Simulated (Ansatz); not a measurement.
# Run report: C$_{3}$H$_{6}$O$_{3}$, geometry relaxation (part 2 of 2)

C$_{3}$H$_{6}$O$_{3}$, SMILES COC(O)C=O; RKS revPBE-D4/def2-SVP (Ansatz 0.2.0). It belongs to a series of runs on one base structure; here: end point A relaxed.

Geometry of the input (Å):
```
C  -0.8288  -1.1154  -1.2218
O  -0.4574  0.2008  -0.7673
C  0.3835  0.0967  0.3357
O  -0.1854  -0.4177  1.4729
C  0.9741  1.4839  0.6122
O  0.8386  2.0855  1.7063
H  -1.4790  -0.9169  -2.1115
H  -1.4318  -1.5704  -0.4800
H  -0.0125  -1.6646  -1.4803
H  1.2695  -0.5507  0.1332
H  -0.5381  0.3513  2.0221
H  1.5442  1.9624  -0.1876
```

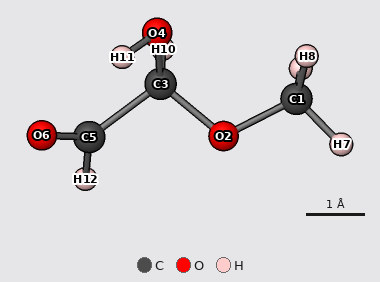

Fig. 1: The geometry at step 6 of the log (ball-and-stick view, seen at a tilt; atoms are numbered from 1 in the order of the input).

## Output, continued
```
Atom 6 at    -1.495854    -0.841345    -2.119609 Å, force     0.000542    -0.000613     0.000330 eV/Å
Atom 7 at    -1.462171    -1.592047    -0.473007 Å, force     0.000925    -0.000950    -0.000188 eV/Å
Atom 8 at    -0.018544    -1.720221    -1.554116 Å, force     0.003225    -0.003889    -0.000966 eV/Å
Atom 9 at     1.306250    -0.621520     0.156935 Å, force    -0.001844    -0.000588     0.001470 eV/Å
Atom 10 at    -0.447652     0.382256     2.038819 Å, force    -0.002435    -0.005307    -0.004819 eV/Å
Atom 11 at     1.549506     1.959214    -0.213745 Å, force     0.000435    -0.000286    -0.001420 eV/Å
Dipole moment:     0.120071    -0.173286    -0.306443 e Å
```

## Trajectory as extended XYZ (Å, eV, eV/Å), 10 frames, from step=1 to step=10
```
12
Properties=species:S:1:pos:R:3:forces:R:3 step=1 energy=-9339.52725
C    -0.8288   -1.1154   -1.2218   -2.9490   3.6366  -0.7933
O    -0.4574    0.2008   -0.7673    0.1452  -0.1727  -0.3223
C     0.3835    0.0967    0.3357    0.8177   0.6675   0.5762
O    -0.1854   -0.4177    1.4729   -1.0200   0.3059   1.4360
C     0.9741    1.4839    0.6122   -0.6054   1.4402   2.6866
O     0.8386    2.0855    1.7063    0.0056  -1.5713  -2.1493
H    -1.4790   -0.9169   -2.1115    0.2890  -0.3076   0.1644
H    -1.4318   -1.5704   -0.4800   -0.8531  -1.1099   1.2701
H    -0.0125   -1.6646   -1.4803    3.0673  -2.1797  -0.9228
H     1.2695   -0.5507    0.1332    0.1476  -0.2447  -0.3718
H    -0.5381    0.3513    2.0221    0.4875  -0.7299  -0.6998
H     1.5442    1.9624   -0.1876    0.4675   0.2657  -0.8740
12
Properties=species:S:1:pos:R:3:forces:R:3 step=2 energy=-9339.88472
C    -0.8509   -1.0895   -1.2372   -0.6780   1.3901  -0.0915
O    -0.4224    0.2011   -0.7530   -0.1813  -0.2559  -0.3746
C     0.4094    0.0879    0.3677    0.5053   0.0320   0.2245
O    -0.1966   -0.4155    1.5080   -0.3438   0.1137   0.4844
C     0.9765    1.4916    0.6179   -0.3576   0.7023   0.9778
O     0.7898    2.0841    1.6780    0.0260  -0.5388  -0.6406
H    -1.4907   -0.8958   -2.1245    0.1258  -0.0383   0.0556
H    -1.4571   -1.5882   -0.4740   -0.1553  -0.4038   0.3326
H     0.0054   -1.6893   -1.5230    0.7144  -0.6582  -0.2181
H     1.2834   -0.5817    0.1470   -0.0220  -0.0904  -0.1179
H    -0.5103    0.3614    2.0372    0.1959  -0.2172  -0.2711
H     1.5404    1.9789   -0.2102    0.1705  -0.0354  -0.3611
12
Properties=species:S:1:pos:R:3:forces:R:3 step=3 energy=-9339.93447
C    -0.8587   -1.0704   -1.2436    0.0392   0.2558   0.1540
O    -0.4083    0.1969   -0.7470   -0.1629  -0.2241  -0.2165
C     0.4246    0.0784    0.3842   -0.0252   0.0034   0.1082
O    -0.2025   -0.4074    1.5298    0.0039  -0.1097  -0.0384
C     0.9466    1.5068    0.6175    0.5012  -0.0978   0.0447
O     0.7554    2.0867    1.6676   -0.2077   0.1065   0.0722
H    -1.4999   -0.8654   -2.1211   -0.0156  -0.0019  -0.0103
H    -1.4441   -1.6178   -0.4715    0.0310   0.0075  -0.0537
H     0.0039   -1.7014   -1.5593    0.0126  -0.0551  -0.0117
H     1.2881   -0.6049    0.1547   -0.0419   0.0543   0.0073
H    -0.4837    0.3833    2.0395    0.0251   0.0647   0.0058
H     1.5555    1.9602   -0.2170   -0.1597  -0.0037  -0.0616
12
Properties=species:S:1:pos:R:3:forces:R:3 step=4 energy=-9339.93077 accepted=F
C    -0.8573   -1.0535   -1.2453    0.2403  -0.2162   0.1467
O    -0.3795    0.1937   -0.7460   -0.0201   0.0212   0.0180
C     0.4431    0.0614    0.3990    0.1324  -0.2111   0.1343
O    -0.2070   -0.4129    1.5391    0.1016  -0.0826  -0.1699
C     0.9798    1.4868    0.6351   -0.3614   0.3587  -0.4963
O     0.7104    2.1024    1.6483    0.1237  -0.0839   0.1150
H    -1.4920   -0.8335   -2.1227   -0.0461   0.0094  -0.0221
H    -1.4496   -1.6059   -0.4756    0.0519   0.1261  -0.1264
H    -0.0064   -1.7159   -1.5665   -0.1819   0.1493   0.0484
H     1.2940   -0.6374    0.1736   -0.0595   0.0167   0.0037
H    -0.4601    0.3877    2.0456   -0.0344   0.1308   0.0707
H     1.5015    1.9721   -0.2506    0.0533  -0.2183   0.2781
12
Properties=species:S:1:pos:R:3:forces:R:3 step=5 energy=-9339.94566
C    -0.8566   -1.0616   -1.2429    0.0610   0.0429   0.0602
O    -0.3953    0.1946   -0.7475   -0.0446  -0.0496  -0.0592
C     0.4338    0.0692    0.3908    0.0429  -0.0448   0.0917
O    -0.2028   -0.4127    1.5326    0.0178  -0.0290  -0.0411
C     0.9611    1.4974    0.6244    0.0364   0.1172  -0.0340
O     0.7274    2.0966    1.6572   -0.0286  -0.0454  -0.0232
H    -1.4966   -0.8506   -2.1204   -0.0119  -0.0028  -0.0098
H    -1.4471   -1.6078   -0.4743    0.0104   0.0142  -0.0313
H    -0.0024   -1.7085   -1.5607   -0.0394   0.0131   0.0052
H     1.2910   -0.6194    0.1624   -0.0208   0.0124  -0.0093
H    -0.4691    0.3845    2.0422    0.0095   0.0376   0.0071
H     1.5334    1.9632   -0.2299   -0.0327  -0.0659   0.0438
12
Properties=species:S:1:pos:R:3:forces:R:3 step=6 energy=-9339.94660
C    -0.8563   -1.0588   -1.2424    0.0410  -0.0167   0.0228
O    -0.3915    0.1934   -0.7474   -0.0104  -0.0031  -0.0154
C     0.4375    0.0665    0.3929    0.0200  -0.0340   0.0602
O    -0.2004   -0.4140    1.5337    0.0143  -0.0118  -0.0303
C     0.9599    1.4972    0.6245    0.0047   0.0530  -0.0583
O     0.7152    2.0985    1.6529   -0.0186  -0.0125   0.0126
H    -1.4960   -0.8462   -2.1199   -0.0089  -0.0017  -0.0073
H    -1.4489   -1.6046   -0.4755    0.0026   0.0120  -0.0178
H    -0.0058   -1.7106   -1.5614   -0.0346   0.0208   0.0065
H     1.2936   -0.6220    0.1637   -0.0090   0.0063  -0.0107
H    -0.4625    0.3856    2.0427    0.0052   0.0220   0.0056
H     1.5319    1.9599   -0.2299   -0.0064  -0.0342   0.0319
12
Properties=species:S:1:pos:R:3:forces:R:3 step=7 energy=-9339.94721
C    -0.8565   -1.0568   -1.2417    0.0001  -0.0367  -0.0133
O    -0.3868    0.1919   -0.7473    0.0098   0.0219   0.0129
C     0.4426    0.0635    0.3948   -0.0066  -0.0072   0.0095
O    -0.1957   -0.4159    1.5343    0.0044   0.0030  -0.0042
C     0.9568    1.4980    0.6239   -0.0140  -0.0041   0.0014
O     0.6974    2.1013    1.6480   -0.0017  -0.0048  -0.0148
H    -1.4953   -0.8422   -2.1199   -0.0002   0.0027  -0.0002
H    -1.4537   -1.5999   -0.4772   -0.0028   0.0036   0.0034
H    -0.0114   -1.7139   -1.5610   -0.0080   0.0106   0.0044
H     1.2985   -0.6236    0.1636    0.0044   0.0002  -0.0072
H    -0.4535    0.3863    2.0430    0.0015   0.0012   0.0003
H     1.5345    1.9562   -0.2267    0.0132   0.0096   0.0077
12
Properties=species:S:1:pos:R:3:forces:R:3 step=8 energy=-9339.94736
C    -0.8574   -1.0569   -1.2412   -0.0128  -0.0130  -0.0124
O    -0.3850    0.1915   -0.7476    0.0063   0.0127   0.0104
C     0.4447    0.0625    0.3946   -0.0054   0.0002  -0.0110
O    -0.1931   -0.4170    1.5337    0.0008   0.0019   0.0063
C     0.9557    1.4983    0.6237   -0.0075  -0.0257  -0.0057
O     0.6886    2.1019    1.6453   -0.0049   0.0146   0.0093
H    -1.4953   -0.8413   -2.1201    0.0031   0.0020   0.0025
H    -1.4568   -1.5972   -0.4767   -0.0020  -0.0010   0.0067
H    -0.0141   -1.7159   -1.5594    0.0048  -0.0008   0.0013
H     1.3012   -0.6232    0.1622    0.0040  -0.0018  -0.0038
H    -0.4501    0.3857    2.0425   -0.0003  -0.0026  -0.0021
H     1.5383    1.9565   -0.2231    0.0139   0.0135  -0.0016
12
Properties=species:S:1:pos:R:3:forces:R:3 step=9 energy=-9339.94748
C    -0.8591   -1.0573   -1.2403   -0.0126   0.0092  -0.0024
O    -0.3831    0.1912   -0.7487    0.0010   0.0005   0.0045
C     0.4474    0.0617    0.3930   -0.0044   0.0097  -0.0159
O    -0.1896   -0.4187    1.5319    0.0015  -0.0063   0.0081
C     0.9545    1.4988    0.6237   -0.0015  -0.0040   0.0237
O     0.6771    2.1032    1.6427    0.0040  -0.0051  -0.0213
H    -1.4955   -0.8408   -2.1200    0.0031  -0.0007   0.0027
H    -1.4609   -1.5936   -0.4748    0.0003  -0.0026   0.0030
H    -0.0174   -1.7189   -1.5562    0.0084  -0.0076  -0.0014
H     1.3049   -0.6225    0.1591    0.0003  -0.0007   0.0008
H    -0.4468    0.3840    2.0406   -0.0038  -0.0003  -0.0015
H     1.5454    1.9579   -0.2171    0.0035   0.0079  -0.0003
12
Properties=species:S:1:pos:R:3:forces:R:3 step=10 energy=-9339.94752
C    -0.8601   -1.0574   -1.2395   -0.0026   0.0101   0.0034
O    -0.3828    0.1915   -0.7493   -0.0033  -0.0037  -0.0009
C     0.4483    0.0619    0.3916    0.0025   0.0015  -0.0094
O    -0.1878   -0.4201    1.5306    0.0016   0.0025   0.0079
C     0.9548    1.4991    0.6240    0.0046  -0.0097  -0.0086
O     0.6729    2.1035    1.6412   -0.0036   0.0108   0.0132
H    -1.4959   -0.8413   -2.1196    0.0005  -0.0006   0.0003
H    -1.4622   -1.5920   -0.4730    0.0009  -0.0009  -0.0002
H    -0.0185   -1.7202   -1.5541    0.0032  -0.0039  -0.0010
H     1.3062   -0.6215    0.1569   -0.0018  -0.0006   0.0015
H    -0.4477    0.3823    2.0388   -0.0024  -0.0053  -0.0048
H     1.5495    1.9592   -0.2137    0.0004  -0.0003  -0.0014
```
